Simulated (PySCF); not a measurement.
## A study: GaI3, SMILES `I[Ga](I)I`

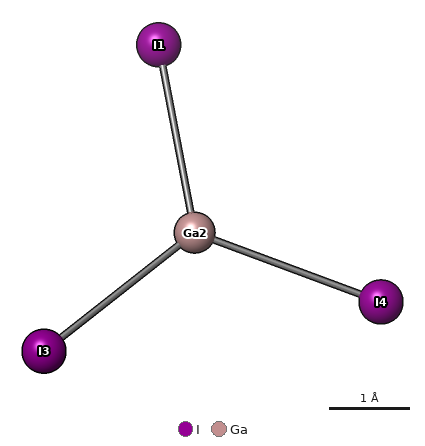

The molecule, with its atoms numbered as below. No frequency check shows the geometry to be a minimum.

Coordinates in Å:

```
I1       1.2889   -2.1513    0.0000
Ga2     -0.0007    0.0000    0.0000
I3       1.2189    2.1917    0.0000
I4      -2.5074   -0.0404    0.0000
```

### 1. Bonding charge

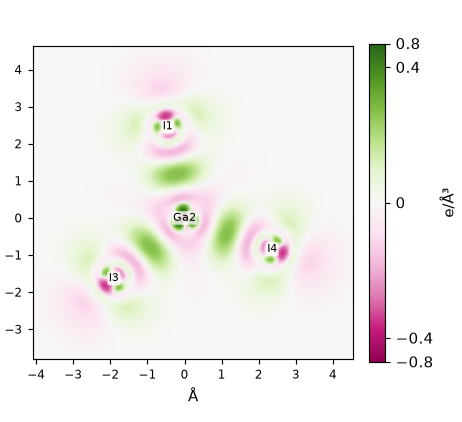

Deformation density (molecule less spherical, spin-averaged free atoms) in the molecular plane; colour scale in e/Å³, logarithmic beyond ±0.1; green: gain, pink: loss.

Computed with PySCF, PBE0/def2-TZVP, geometry: GFN2-xTB. Core potentials replace the inner electrons of I; spin–orbit coupling isn't included.

How much density has each bond in this plane gained at its critical point, relative to the free atoms?

Answer. Ga2–I4, I1–Ga2 and Ga2–I3: +0.09 e/Å³ at the bond critical point (bond length 2.51 Å, Mayer order 1.1). In all, 0.9 electrons gather in the regions of gain relative to the promolecule. A small or negative value marks a very polar bond, one between electron-rich atoms, whose free-atom densities already overlap strongly, a long bond to a heavier atom, or a closed-shell contact such as a hydrogen bond.

Where do the Hirshfeld charges lie?

Answer. The highest Hirshfeld charge is on Ga2 (+0.30 e), the lowest on I1, I3 and I4 (−0.10 e).

### 2. Local ionisation energy

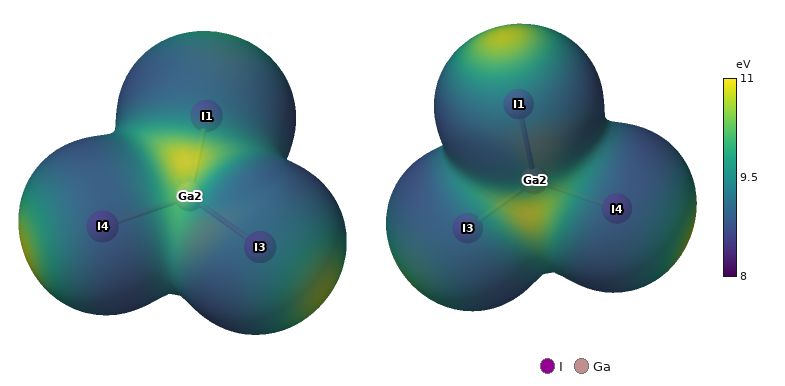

Average local ionisation energy on the surface of electron density 0.001 a.u. (back view left, front view right).

Where are the most loosely bound electrons on this surface?

Answer. The lowest value is 8.8 eV, 2.4 Å from I3, and at like points elsewhere. For comparison, the highest occupied orbital lies at −7.8 eV.

### 3. In an electric field

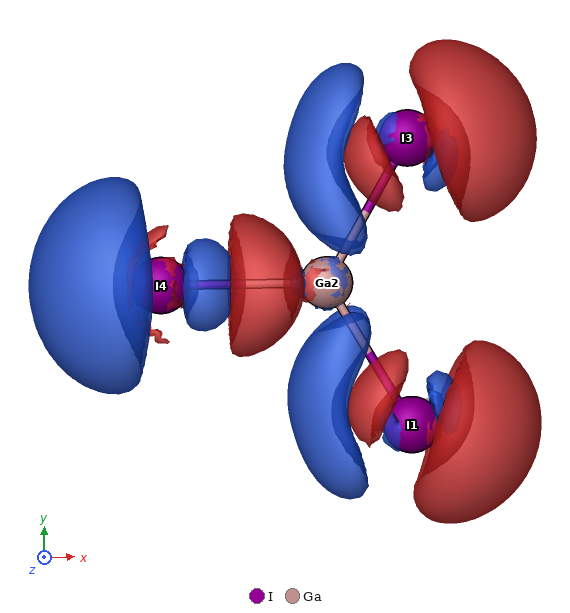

Change of the electron density in a uniform field of 0.21 V/Å, surfaces at ±0.0015 e/Å³ (blue: gain, red: loss).

Computed with PySCF, PBE0/def2-TZVP, geometry: GFN2-xTB. Core potentials replace the inner electrons of I; spin–orbit coupling isn't included. A basis without diffuse functions makes polarisabilities too small.

Along which Cartesian direction does the field point?

Answer. Along +x: electrons gather on the −x side, against the field.

What dipole is induced, and what polarisability does it imply?

Answer. The induced dipole is 1.59 D (along the field); α along this axis, from the fields in both directions, is 156 bohr³ (23.1 Å³).

Which atoms gain and lose the most charge?

Answer. Electrons gather most on I4 (Hirshfeld charge changes by −0.047 e) and leave I1 and I3 alike most (+0.025 e); 0.098 electrons are displaced in all.
